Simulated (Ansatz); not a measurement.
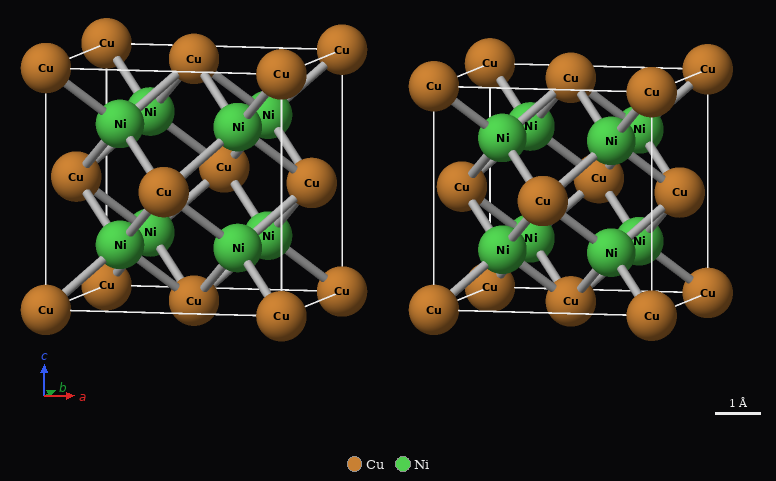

Two geometries of crystalline CuNi₂ (built on the fluorite_225 type) (coarse preliminary run), drawn at one scale. One is the start of a relaxation, the other its converged end. The picture is a ball-and-stick view of the conventional cell (4 times the calculation's cell), seen slightly off an axis. Lengths and directions refer to the drawn axes.

These are results of Ansatz, DFT PBE, scalar-relativistic, plane waves, PAW, not measurements. (plane-wave cutoff 420 eV; k-point mesh 6 × 6 × 6; occupations gaussian; smearing width 0.1 eV; collinear spin; cell and atoms relaxed; force threshold 0.04 eV/Å; at most 70 steps)

Question: Which of the two is the end point?

Answer: The left one is the relaxed one. Case: fluorite type (Fm-3m, No. 225). The atoms keep their places relative to the cell (all moves are under 0.005 Å). The drawn cell changes as follows: a = b = c 5.016 → 5.425 Å (+8.2 %); the volume changes by +26.5 %. Near-neighbour distances that change, for instance: Cu–Ni 2.172 → 2.349 Å. The space group stays Fm-3m (No. 225). The energy falls by 383 meV per atom in 5 accepted moves (7 points after the start). All forces vanish by symmetry, so only the cell relaxes. The pressure goes from 54.94 to 0.22 GPa. At 2 points the geometry stayed and the basis and grid were re-selected for the new cell (energy shift of 7.1 meV per atom at most each time). The run took 29 s on 1 thread of Arm Neoverse V1 (shared host), peak memory 0.33 GiB.
